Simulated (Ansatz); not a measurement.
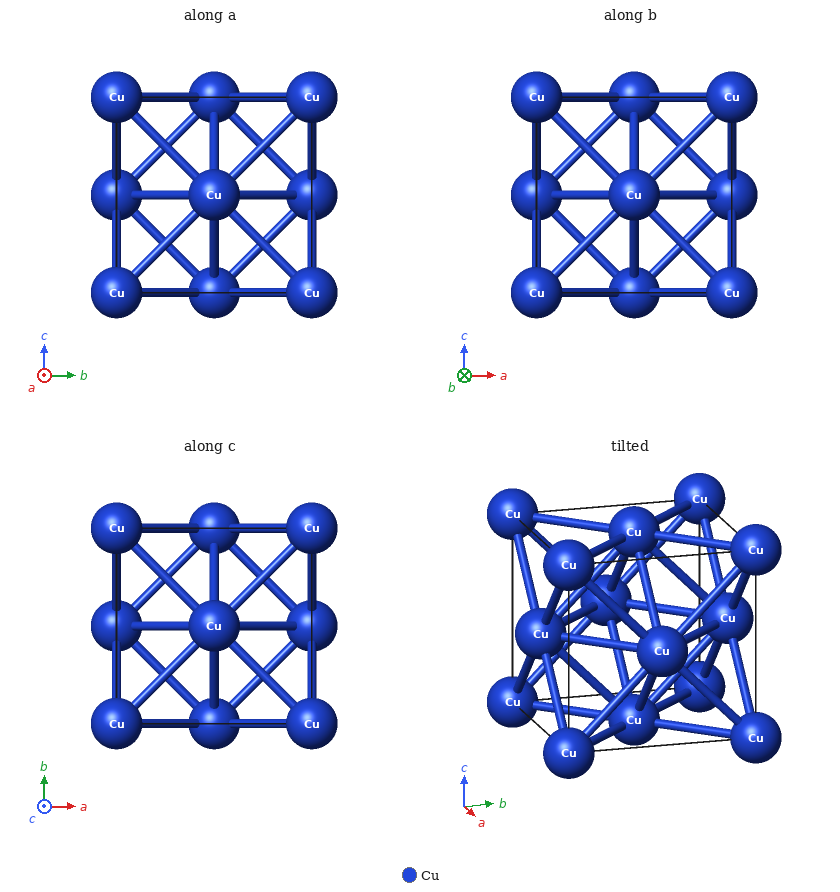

View along the a axis, along the b axis, along the c axis and slightly off an axis, drawn as a ball-and-stick model. The box is the conventional unit cell; atoms on or close to its faces, edges and corners are drawn wherever they repeat.

Lattice parameters: a = 3.6292 Å, b = 3.6292 Å, c = 3.6292 Å, α = 90.000°, β = 90.000°, γ = 90.000°.

Reconstruct the structure as a CIF with its space group and independent sites.

Answer.
```cif
data_structure
_symmetry_space_group_name_H-M 'F m -3 m'
_symmetry_Int_Tables_number 225
_cell_length_a 3.6292
_cell_length_b 3.6292
_cell_length_c 3.6292
_cell_angle_alpha 90.000
_cell_angle_beta 90.000
_cell_angle_gamma 90.000
_cell_volume 47.80
loop_
_atom_site_label
_atom_site_type_symbol
_atom_site_symmetry_multiplicity
_atom_site_Wyckoff_symbol
_atom_site_fract_x
_atom_site_fract_y
_atom_site_fract_z
_atom_site_occupancy
Cu1 Cu 4 a 0.0000 0.0000 0.0000 1
```

The structure comes from the standard structure of this element. Earlier steps of the study may have refined or changed the cell and positions. Ansatz was used for an electronic-structure calculation on it.
